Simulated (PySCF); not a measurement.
# What a change does: NMR shielding calculation on C$_{2}$H$_{9}$ClOSi$_{2}$

System: C$_{2}$H$_{9}$ClOSi$_{2}$, SMILES C[SiH2]O[SiH2]CCl.
Method of the first run: GIAO PBE0/pcSseg-1 NMR shielding, non-relativistic, IEF-PCM chloroform (PySCF 2.14.0).

The geometry comes from this level: PBE0-D3(BJ)/def2-SVP. Text and figures count atoms from 1; the logs count them from 0 in places.

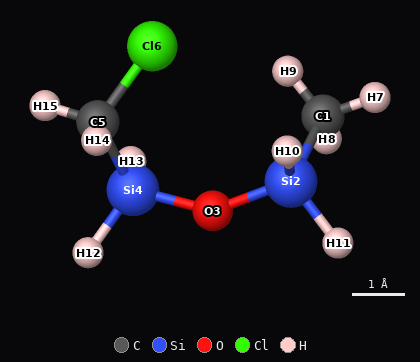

Figure 1. The structure (ball-and-stick view, seen at a tilt; atoms are numbered from 1 in the order of the input).

### Input file, the first run
```
{"job": {"kind": "nmr", "xc": "PBE0", "basis": "pcSseg-1", "solvent": "chloroform", "pop": false}, "charge": 0, "multiplicity": 1}
C      2.332898     0.331371    -0.041252
Si     1.226289    -1.165565    -0.173634
O     -0.228808    -0.764936    -0.886063
Si    -1.523445     0.252956    -0.868372
C     -2.175440     0.432538     0.895653
Cl    -0.879648     1.075296     1.958634
H      3.298029     0.058761     0.414982
H      2.532850     0.762607    -1.034164
H      1.859944     1.101595     0.586614
H      0.967424    -1.760837     1.172074
H      1.850239    -2.206884    -1.042459
H     -2.608405    -0.326978    -1.712578
H     -1.149347     1.606554    -1.372833
H     -2.496795    -0.533406     1.312366
H     -3.026974     1.127779     0.948070
```

The first line tells a small driver script what to run in PySCF; the rest is the geometry in Å.

Command:
```bash
OMP_NUM_THREADS=1 python <driver script> task.json out
```

Hardware: 1 CPU thread, shared host.

### Output (the first run)
```
coarse grid: 13712 points
cycle   1  E = -1195.3395141729  dE =  2.819e-01  |g| = 7.790e-01  |ddm| = 3.396e+00
cycle   2  E = -1195.1588557934  dE =  1.807e-01  |g| = 1.245e+00  |ddm| = 1.570e+00
cycle   3  E = -1195.4493452280  dE = -2.905e-01  |g| = 1.235e-01  |ddm| = 1.121e+00
cycle   4  E = -1195.4522796950  dE = -2.934e-03  |g| = 4.062e-02  |ddm| = 1.253e-01
cycle   5  E = -1195.4526698267  dE = -3.901e-04  |g| = 8.052e-03  |ddm| = 3.532e-02
cycle   6  E = -1195.4526849532  dE = -1.513e-05  |g| = 1.450e-03  |ddm| = 9.389e-03
cycle   7  E = -1195.4526853436  dE = -3.904e-07  |g| = 3.670e-04  |ddm| = 1.757e-03
final grid: 117576 points
cycle   8  E = -1195.4958263687  dE = -1.580e-05  |g| = 9.252e-03  |ddm| = 1.592e-02
cycle   9  E = -1195.4958067380  dE =  1.963e-05  |g| = 1.359e-02  |ddm| = 1.529e-02
cycle  10  E = -1195.4958427264  dE = -3.599e-05  |g| = 1.338e-03  |ddm| = 9.562e-03
cycle  11  E = -1195.4958430296  dE = -3.032e-07  |g| = 2.845e-04  |ddm| = 1.155e-03
cycle  12  E = -1195.4958430477  dE = -1.811e-08  |g| = 5.057e-05  |ddm| = 2.422e-04
cycle  13  E = -1195.4958430482  dE = -5.000e-10  |g| = 1.819e-05  |ddm| = 6.486e-05
converged SCF energy = -1195.4958430482

GIAO shielding tensors (ppm)
atom      isotropic    diamagn.    paramagn.     s11        s22        s33       span
  0 C      185.864     256.029     -70.166    174.612    188.036    194.943     20.332
  1 Si     362.659     879.050    -516.390    308.442    359.975    419.561    111.119
  2 O      311.151     400.459     -89.308    255.427    332.443    345.582     90.154
  3 Si     374.706     878.783    -504.077    338.837    361.180    424.102     85.265
  4 C      148.778     254.966    -106.187    127.961    137.550    180.824     52.864
  5 Cl     935.794    1149.522    -213.729    829.457    894.875   1083.049    253.592
  6 H       31.216      28.284       2.932     27.039     27.538     39.071     12.033
  7 H       30.621      30.338       0.283     26.780     28.024     37.060     10.280
  8 H       30.240      32.688      -2.449     24.782     29.471     36.466     11.685
  9 H       26.139      29.739      -3.600     22.909     25.138     30.370      7.461
 10 H       26.295      28.239      -1.944     22.523     24.704     31.658      9.135
 11 H       26.301      27.877      -1.575     22.614     24.391     31.899      9.285
 12 H       26.373      29.295      -2.922     23.181     24.645     31.292      8.111
 13 H       27.932      30.000      -2.068     23.142     25.749     34.906     11.764
 14 H       28.325      28.434      -0.109     22.439     26.570     35.968     13.528
```

For the second run the input was changed thus:
```diff
-"solvent": "chloroform"
-"pop": false
+"solvent": "benzene"
+"pop": true
```

Predict how the results change.

The total energy of the second run is 0.8 kcal/mol higher: the change of the electrostatic solvation energy at this fixed geometry, without cavity or dispersion terms. The dipole moment goes from 1.21 to 1.11 D. Of all shieldings, the largest change is that of Cl6, by −4.5 ppm. The number of SCF iterations is the same.

### Output (the second run)
```
coarse grid: 13712 points
cycle   1  E = -1195.3373142558  dE =  2.839e-01  |g| = 7.806e-01  |ddm| = 3.396e+00
cycle   2  E = -1195.1513147587  dE =  1.860e-01  |g| = 1.256e+00  |ddm| = 1.592e+00
cycle   3  E = -1195.4478899193  dE = -2.966e-01  |g| = 1.257e-01  |ddm| = 1.143e+00
cycle   4  E = -1195.4509532848  dE = -3.063e-03  |g| = 4.141e-02  |ddm| = 1.296e-01
cycle   5  E = -1195.4513589482  dE = -4.057e-04  |g| = 8.251e-03  |ddm| = 3.629e-02
cycle   6  E = -1195.4513750863  dE = -1.614e-05  |g| = 1.484e-03  |ddm| = 9.737e-03
cycle   7  E = -1195.4513755044  dE = -4.182e-07  |g| = 3.593e-04  |ddm| = 1.800e-03
final grid: 117576 points
cycle   8  E = -1195.4945206660  dE = -1.571e-05  |g| = 9.275e-03  |ddm| = 1.594e-02
cycle   9  E = -1195.4945005614  dE =  2.010e-05  |g| = 1.367e-02  |ddm| = 1.541e-02
cycle  10  E = -1195.4945371125  dE = -3.655e-05  |g| = 1.352e-03  |ddm| = 9.689e-03
cycle  11  E = -1195.4945374243  dE = -3.119e-07  |g| = 2.874e-04  |ddm| = 1.186e-03
cycle  12  E = -1195.4945374429  dE = -1.854e-08  |g| = 5.142e-05  |ddm| = 2.474e-04
cycle  13  E = -1195.4945374434  dE = -5.223e-10  |g| = 1.885e-05  |ddm| = 6.735e-05
converged SCF energy = -1195.4945374434

GIAO shielding tensors (ppm)
atom      isotropic    diamagn.    paramagn.     s11        s22        s33       span
  0 C      185.675     255.960     -70.285    174.472    187.786    194.766     20.294
  1 Si     362.786     879.047    -516.261    309.039    359.564    419.754    110.715
  2 O      311.234     400.350     -89.116    254.993    332.876    345.832     90.839
  3 Si     375.244     878.798    -503.555    339.390    361.236    425.105     85.715
  4 C      149.004     254.905    -105.901    128.556    137.975    180.481     51.925
  5 Cl     931.322    1149.436    -218.114    822.966    889.238   1081.762    258.796
  6 H       31.265      28.342       2.923     27.099     27.614     39.082     11.983
  7 H       30.658      30.378       0.280     26.828     28.080     37.065     10.236
  8 H       30.221      32.666      -2.445     24.771     29.452     36.441     11.670
  9 H       26.118      29.698      -3.579     22.885     25.120     30.350      7.465
 10 H       26.278      28.206      -1.928     22.511     24.684     31.638      9.127
 11 H       26.300      27.885      -1.585     22.620     24.391     31.889      9.270
 12 H       26.365      29.284      -2.920     23.176     24.629     31.288      8.112
 13 H       28.028      30.105      -2.077     23.253     25.859     34.971     11.719
 14 H       28.445      28.552      -0.107     22.566     26.719     36.050     13.484
```

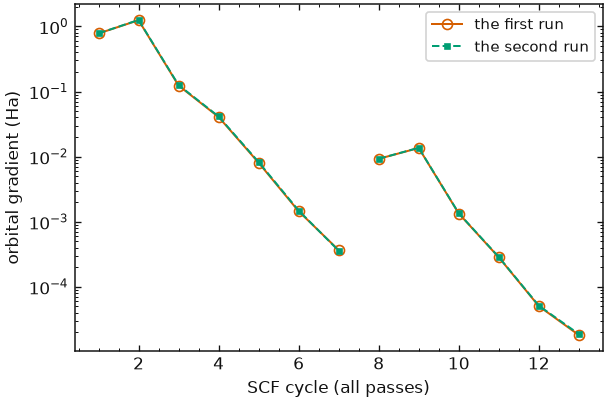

Figure 2. Convergence of the two runs: orbital gradient against the SCF cycle. A break in a curve parts two SCF passes (coarse and final grid). The first run takes 13 cycles in all, and the second run takes 13.

### The two runs side by side

| quantity | the first run | the second run |
| --- | --- | --- |
| outcome | converged | converged |
| total energy (hartree) | −1195.495843 | −1195.494537 |
| HOMO (eV) | −8.06 | −8.07 |
| LUMO (eV) | 0.26 | 0.22 |
| dipole moment (D) | 1.21 | 1.11 |
| shielding of C1 (ppm) | 185.9 | 185.7 |
| shielding of Si2 (ppm) | 362.7 | 362.8 |
| shielding of Si4 (ppm) | 374.7 | 375.2 |
| shielding of C5 (ppm) | 148.8 | 149.0 |
| shielding of Cl6 (ppm) | 935.8 | 931.3 |
| shielding of H14 (ppm) | 27.9 | 28.0 |
| shielding of H15 (ppm) | 28.3 | 28.4 |
| SCF iterations | 13 | 13 |
| basis functions | 168 | 168 |
| wall time (shared host) | 31 s | 35 s |
